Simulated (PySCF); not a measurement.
Input file:

```
{"job": {"kind": "nmr", "xc": "PBE0", "basis": "pcSseg-1"}, "charge": 0, "multiplicity": 1}
C     -1.846057     1.203551     0.090353
O     -0.717303     0.594988    -0.488070
C     -0.445954    -0.714091    -0.014007
C     -1.396415    -1.685212    -0.478373
N     -2.141923    -2.457646    -0.876786
Si     1.323623    -1.026898    -0.712826
C      2.384783     0.286677     0.101889
C      1.862160     1.287555     0.731043
O      1.345666     2.143879     1.317955
H     -1.925458     2.190084    -0.361844
H     -2.758223     0.630802    -0.111457
H     -1.721919     1.308874     1.175376
H     -0.446373    -0.738091     1.088058
H      1.258551    -0.877644    -2.165872
H      1.768352    -2.364609    -0.306276
H      3.448892     0.226724    -0.024372
```

Launched as:

```sh
OMP_NUM_THREADS=1 python probes_run.py task.json out
```

Geometry: GFN2-xTB.

Computed with PBE0/pcSseg-1, SCF density, gas phase, non-relativistic (PySCF).

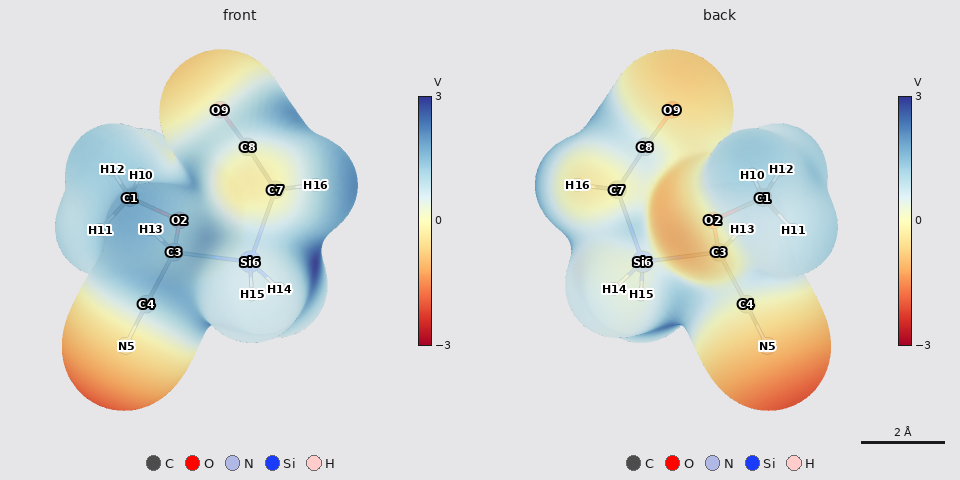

C5H7NO2Si. The molecular electrostatic potential painted on the density surface at 0.004 e/bohr³, seen from the front and from behind; the colour scale runs from red (negative) to blue (positive).

Where is the surface potential most negative and most positive?

Answer. The most negative region (about −2.0 V, or −46 kcal/mol for a unit charge) lies over N5, the most positive (about +2.6 V, or +60 kcal/mol for a unit charge) over Si6. N5 is the likeliest acceptor of a hydrogen bond.
